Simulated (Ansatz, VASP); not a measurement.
# Ce3B in two plane-wave programs

Aim: how closely do two programs agree when they are given the same cell, functional and k mesh? The cell is invented: As first built, before any earlier steps moved the atoms: it takes the Ce3Al structure with some of its atoms replaced by other elements, volume scaled by an estimate. It may not be a known or stable phase. The cell comes out of earlier VASP steps on this material, which relaxed, scaled or displaced it; both programs get it as it stands.

Method: plane waves, with VASP 6.6.1 beside it; single point at PBE, in Ansatz 0.2.0.

In doubt: a part-filled 4f shell, where there is one, can sit in one of many states, so energies may not be the lowest and differences between runs may mislead; derivatives with an open 4f shell can jump between states, which bears on forces and vibrations.

**1. Starting point**

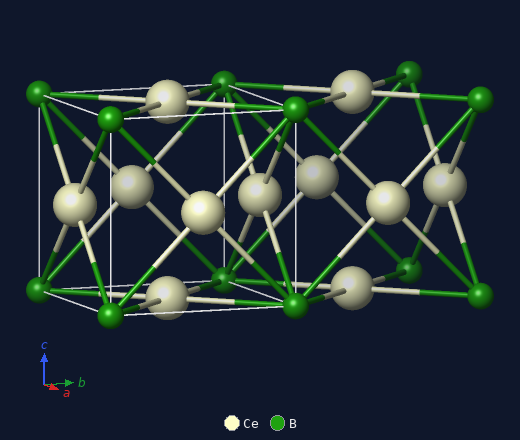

The cell as given, slightly off an axis (cerium light yellow, boron green). 1×2×1 cells are drawn. Some periodic images of atoms are drawn too.

As a file:

```cif
data_structure
_symmetry_space_group_name_H-M 'P 1'
_symmetry_Int_Tables_number 1
_cell_length_a 4.3674
_cell_length_b 4.3674
_cell_length_c 4.3674
_cell_angle_alpha 90.000
_cell_angle_beta 90.000
_cell_angle_gamma 90.000
_cell_volume 83.30
loop_
_atom_site_label
_atom_site_type_symbol
_atom_site_fract_x
_atom_site_fract_y
_atom_site_fract_z
_atom_site_occupancy
Ce1 Ce 0.50000 0.50000 0.00000 1
Ce2 Ce 0.50000 0.00000 0.50000 1
Ce3 Ce 0.00000 0.50000 0.50000 1
B4 B 0.00000 0.00000 0.00000 1
```

**2. VASP: single point, PBE**

A single point gives forces, pressure and levels at one fixed geometry, so differences don't come from the geometry; what else differs is listed under the comparison.

Lines of VASP's logs that name or quote its potential files are left out, and so is its time.

The input, INCAR:

```
SYSTEM = Ce3B
PREC = Accurate
ENCUT = 420
EDIFF = 1E-06
NELM = 100
ISMEAR = -1
SIGMA = 0.05
LREAL = .FALSE.
ALGO = Normal
GGA = PE
ISPIN = 2
MAGMOM = 1 1 1 0
LMAXMIX = 6
LORBIT = 11
LWAVE = .FALSE.
LCHARG = .TRUE.
ISIF = 2
LELF = .TRUE.
LVHAR = .TRUE.
```

The input, POSCAR:

```
Ce3B
1.0
    4.3673661331      0.0000000000      0.0000000000
    0.0000000000      4.3673661331      0.0000000000
    0.0000000000      0.0000000000      4.3673661331
Ce B
3 1
Direct
    0.5000000000      0.5000000000      0.0000000000
    0.5000000000      0.0000000000      0.5000000000
    0.0000000000      0.5000000000      0.5000000000
    0.0000000000      0.0000000000      0.0000000000
```

The input, KPOINTS:

```
Automatic mesh
0
Gamma
5 5 5
0 0 0
```

The projector-augmented-wave data sets are Ce and B (PBE family, release 64).

The run is started by

```
$ mpirun -np 2 vasp_std
```

Numbers of over 12 decimals in the logs are rounded to 6 here.

The program printed:

```text
[banner, memory and clock lines left out]
running    2 mpi-ranks, on    1 nodes
 distrk:  each k-point on    2 cores,    1 groups
 distr:  one band on    1 cores,    2 groups

 POSCAR found type information on POSCAR CeB
 POSCAR found :  2 types and       4 ions
 LDA part: xc-table for (Slater+PW92), standard interpolation
 POSCAR, INCAR and KPOINTS ok, starting setup
 FFT: planning ... GRIDC
 FFT: planning ... GRID_SOFT
 FFT: planning ... GRID
 WAVECAR not read
 entering main loop
       N       E                     dE             d eps       ncg     rms          rms(c)
DAV:   1     0.401948444348E+03    0.40195E+03   -0.13799E+04  1040   0.162E+03
DAV:   2     0.417251962124E+02   -0.36022E+03   -0.35284E+03  1472   0.344E+02
DAV:   3    -0.206553068018E+02   -0.62381E+02   -0.61420E+02  1680   0.167E+02
DAV:   4    -0.248224492854E+02   -0.41671E+01   -0.40860E+01  1944   0.423E+01
DAV:   5    -0.251856724652E+02   -0.36322E+00   -0.36151E+00  1952   0.122E+01    0.230E+01
DAV:   6    -0.252907730690E+02   -0.10510E+00   -0.46487E+01  1498   0.339E+01    0.125E+01
DAV:   7    -0.239795548848E+02    0.13112E+01   -0.48757E+01  1790   0.384E+01    0.117E+01
DAV:   8    -0.233931474356E+02    0.58641E+00   -0.37240E+00  1742   0.117E+01    0.373E+00
DAV:   9    -0.233527373502E+02    0.40410E-01   -0.10520E+00  2000   0.515E+00    0.107E+00
DAV:  10    -0.233673257264E+02   -0.14588E-01   -0.13278E-01  2008   0.228E+00    0.862E-01
DAV:  11    -0.233715332131E+02   -0.42075E-02   -0.30877E-02  2008   0.900E-01    0.715E-01
DAV:  12    -0.233714458911E+02    0.87322E-04   -0.14635E-02  1920   0.852E-01    0.306E-01
DAV:  13    -0.233717323054E+02   -0.28641E-03   -0.51367E-03  1944   0.455E-01    0.968E-02
DAV:  14    -0.233718472865E+02   -0.11498E-03   -0.96253E-04  2048   0.181E-01    0.743E-02
DAV:  15    -0.233719570264E+02   -0.10974E-03   -0.68734E-04  1864   0.169E-01    0.690E-02
DAV:  16    -0.233720060890E+02   -0.49063E-04   -0.18661E-04  1968   0.822E-02    0.534E-02
DAV:  17    -0.233720364063E+02   -0.30317E-04   -0.97798E-05  1856   0.579E-02    0.379E-02
DAV:  18    -0.233720503338E+02   -0.13928E-04   -0.36143E-05  1880   0.349E-02    0.245E-02
DAV:  19    -0.233720578937E+02   -0.75599E-05   -0.34539E-05  1792   0.328E-02    0.120E-02
DAV:  20    -0.233720585057E+02   -0.61199E-06   -0.31628E-05  1712   0.311E-02    0.389E-03
DAV:  21    -0.233720589890E+02   -0.48326E-06   -0.30336E-06  1168   0.134E-02
   1 F= -.23372059E+02 E0= -.23323475E+02  d E =-.971689E-01  mag=     0.9302
```

OUTCAR, selected parts (step 2):

```text
ion  position               nearest neighbor table
   1  0.500  0.500  0.000-   2 3.09   3 3.09   2 3.09   3 3.09   2 3.09   2 3.09   3 3.09   3 3.09

  LATTYP: Found a simple cubic cell.
 ALAT       =     4.3673661331

 Subroutine GETGRP returns: Found 48 space group operations
 (whereof 48 operations were pure point group operations)

The static configuration has the point symmetry O_h .

 Found     10 irreducible k-points:

   k-points           NKPTS =     10   k-points in BZ     NKDIM =     10   number of bands    NBANDS=     26

   dimension x,y,z NGX =    30 NGY =   30 NGZ =   30
   dimension x,y,z NGXF=    60 NGYF=   60 NGZF=   60

   ENCUT  =  420.0 eV  30.87 Ry    5.56 a.u.   7.30  7.30  7.30*2*pi/ulx,y,z

   NELECT =      39.0000    total number of electrons

 k-points in reciprocal lattice and weights: Automatic mesh
   0.00000000  0.00000000  0.00000000       0.008
   0.20000000  0.00000000  0.00000000       0.048
   0.40000000  0.00000000  0.00000000       0.048
   0.20000000  0.20000000  0.00000000       0.096
   0.40000000  0.20000000  0.00000000       0.192
   0.40000000  0.40000000  0.00000000       0.096
   0.20000000  0.20000000  0.20000000       0.064
   0.40000000  0.20000000  0.20000000       0.192
   0.40000000  0.40000000  0.20000000       0.192
   0.40000000  0.40000000  0.40000000       0.064

 average (electrostatic) potential at core
       1 -74.4406       2 -74.4406       3 -74.4406       4 -23.3000

 E-fermi :   9.2231

 spin component 1
 k-point     1 :       0.0000    0.0000    0.0000
  band No.  band energies     occupation
    ...
     19       7.9180      1.00000
     20       9.0666      0.95816
     21       9.0666      0.95816
     22       9.0666      0.95816
     23       9.1570      0.78939
     24       9.7593      0.00002
     25       9.7593      0.00002
     26       9.7594      0.00002

 k-point     2 :       0.2000    0.0000    0.0000
  band No.  band energies     occupation
    ...
     19       8.4696      1.00000
     20       9.0747      0.95116
     21       9.0747      0.95116
     22       9.1314      0.86237
     23       9.1652      0.76102
     24       9.6431      0.00022
     25       9.7937      0.00001
     26       9.8093      0.00001

 k-point     3 :       0.4000    0.0000    0.0000
  band No.  band energies     occupation
    ...
     15       7.7212      1.00000
     16       7.8040      1.00000
     17       8.1006      1.00000
     18       8.1006      1.00000
     19       9.0773      0.94868
     20       9.3227      0.12008
     21       9.4363      0.01389
     22       9.4363      0.01389
     23       9.4400      0.01289
     24       9.6932      0.00008
    ...

 k-point     4 :       0.2000    0.2000    0.0000
  band No.  band energies     occupation
    ...
     16       7.6772      1.00000
     17       7.9480      1.00000
     18       8.2634      1.00000
     19       8.3352      1.00000
     20       8.7302      0.99995
     21       9.4045      0.02588
     22       9.4109      0.02286
     23       9.4742      0.00656
     24       9.6349      0.00027
     25       9.7059      0.00006
    ...

 k-point     5 :       0.4000    0.2000    0.0000
  band No.  band energies     occupation
    ...
     16       7.9791      1.00000
     17       8.0093      1.00000
     18       8.3514      1.00000
     19       9.0724      0.95322
     20       9.1780      0.71142
     21       9.4126      0.02211
     22       9.5484      0.00149
     23       9.5845      0.00073
     24       9.6816      0.00010
     25       9.7685      0.00002
    ...

 k-point     6 :       0.4000    0.4000    0.0000
  band No.  band energies     occupation
    ...
     16       8.1440      1.00000
     17       8.3641      1.00000
     18       9.0640      0.96019
     19       9.0862      0.93930
     20       9.1931      0.64578
     21       9.2266      0.48270
     22       9.3263      0.11257
     23       9.7226      0.00005
     24       9.7363      0.00003
     25       9.8294      0.00001
    ...

  Total       -0.0221974     -0.0221974     -0.0221974     -0.0000000     -0.0000000      0.0000000
  in kB       -0.4269268     -0.4269268     -0.4269268     -0.0000000     -0.0000000      0.0000000
  external PRESSURE =      -0.4269268 kB  Pullay stress =       0.0000000 kB

  energy-cutoff  :      420.00
  volume of cell :       83.30
      direct lattice vectors                 reciprocal lattice vectors
     4.367366133  0.000000000  0.000000000     0.228970956  0.000000000  0.000000000
     0.000000000  4.367366133  0.000000000     0.000000000  0.228970956  0.000000000
     0.000000000  0.000000000  4.367366133     0.000000000  0.000000000  0.228970956

 POSITION                                       TOTAL-FORCE (eV/Angst)
 -----------------------------------------------------------------------------------
      2.18368      2.18368      0.00000         0.000000      0.000000      0.000000
      2.18368      0.00000      2.18368         0.000000      0.000000      0.000000
      0.00000      2.18368      2.18368         0.000000      0.000000      0.000000
      0.00000      0.00000      0.00000         0.000000      0.000000      0.000000
 -----------------------------------------------------------------------------------
    total drift:                                0.000000      0.000000     -0.000000

  FREE ENERGIE OF THE ION-ELECTRON SYSTEM (eV)
  ---------------------------------------------------
  free  energy   TOTEN  =       -23.3720589890 eV

  energy  without entropy=      -23.2748900629  energy(sigma->0) =      -23.32347453

 total charge
# of ion       s       p       d       f       tot
--------------------------------------------------
    1        2.054   5.583   1.346   1.059  10.042
    2        2.054   5.583   1.346   1.059  10.042
    3        2.054   5.583   1.346   1.059  10.042
    4        0.699   0.819   0.000   0.000   1.518
--------------------------------------------------
tot          6.861  17.569   4.037   3.176  31.643

 magnetization (x)
# of ion       s       p       d       f       tot
--------------------------------------------------
    1        0.002   0.001   0.042   0.234   0.279
    2        0.002   0.001   0.042   0.234   0.279
    3        0.002   0.001   0.042   0.234   0.279
    4       -0.002  -0.014   0.000   0.000  -0.016
--------------------------------------------------
tot          0.005  -0.012   0.126   0.701   0.820

[... 6 further parts left out ...]
```

The run ends at a pressure of -0.04 GPa.

(Part 1 of 2 ends here.)

[Lines on the potential files, build, host, timing and source positions are cut from VASP's logs without a mark.]

[Logs are printed without paths, hosts, clocks, repeated set-up lines and the standing remarks that a program may print on its own settings, such as how far it seeks lower states.]

[Hosts, paths, dates, database ids (printed as entryN), source tags and the programs' standing remarks are cut or masked in the printed files.]
